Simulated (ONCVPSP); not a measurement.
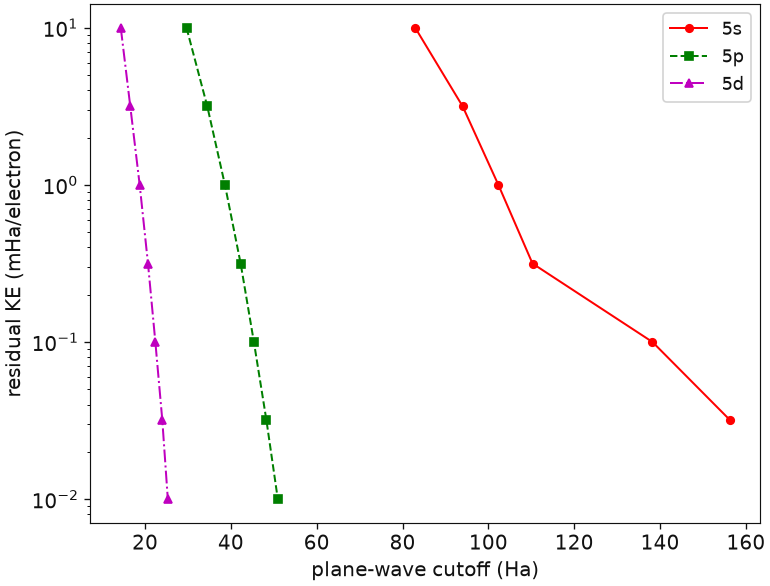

Residual kinetic energy of the pseudo-waves (the first of each channel, and further valence shells) beyond the plane-wave cutoff, as the generator prints it.

Input of ONCVPSP 4.0.1:

```
# ATOM AND REFERENCE CONFIGURATION
# atsym  z   nc   nv     iexc    psfile
  Ir 77.00   10    3        4      upf
#
#   n    l    f
    1    0    2.00
    2    0    2.00
    2    1    6.00
    3    0    2.00
    3    1    6.00
    3    2   10.00
    4    0    2.00
    4    1    6.00
    4    2   10.00
    4    3   14.00
    5    0    2.00
    5    1    6.00
    5    2    7.00
#
# PSEUDOPOTENTIAL AND OPTIMIZATION
# lmax
    2
#
#   l,   rc,      ep,       ncon, nbas, qcut
    0    1.10    0.00    4    7    5.10
    1    1.40    0.00    4    9   10.90
    2    1.80    0.00    4    8    7.60
#
# LOCAL POTENTIAL
# lloc, lpopt,  rc(5),   dvloc0
    4    5    0.70    0.00
#
# VANDERBILT-KLEINMAN-BYLANDER PROJECTORs
# l, nproj, debl
    0    1    0.80
    1    1    0.70
    2    2    2.50
#
# MODEL CORE CHARGE
# icmod, fcfact, rcfact
    0    0.00    0.00
#
# LOG DERIVATIVE ANALYSIS
# epsh1, epsh2, depsh
   -6.00    5.00    0.04
#
# OUTPUT GRID
# rlmax, drl
    6.00    0.01
#
# TEST CONFIGURATIONS
# ncnf
    4
# nvcnf
#   n    l    f
    4
    5    0    2.00
    5    1    6.00
    5    2    7.00
    6    0    2.00
#
    4
    5    0    2.00
    5    1    6.00
    5    2    7.00
    6    0    1.00
#
    3
    5    0    2.00
    5    1    6.00
    5    2    6.00
#
    3
    5    0    2.00
    5    1    6.00
    5    2    5.00
#
```

Command:
```bash
oncvpsp.x < Ir.dat > Ir.out
```

Functional and relativity: PBE, scalar-relativistic.

### Which wave is the hardest at 1 mHa per electron, and which settings govern it?

5s, with rc = 1.10 bohr and qcut = 5.1 1/bohr. The optimisation minimises, but can't always remove, the kinetic energy above qcut²/2 = 13.0 Ha, and a larger rc would as a rule soften the wave at some cost in transferability.

### Read the cutoffs for an error of 1 mHa per electron.

5s: 102 Ha; 5p: 39 Ha; 5d: 19 Ha.

### Which cutoffs does the potential need for its occupied states?

102 Ha for 1 mHa and 138 Ha for 0.1 mHa per electron. The first is set by 5s.

The potential isn't sound: its ghost test gives GHOST(-) flagged for s at -582.0 eV, p at -206.2 eV; no localised positive-energy state flagged.
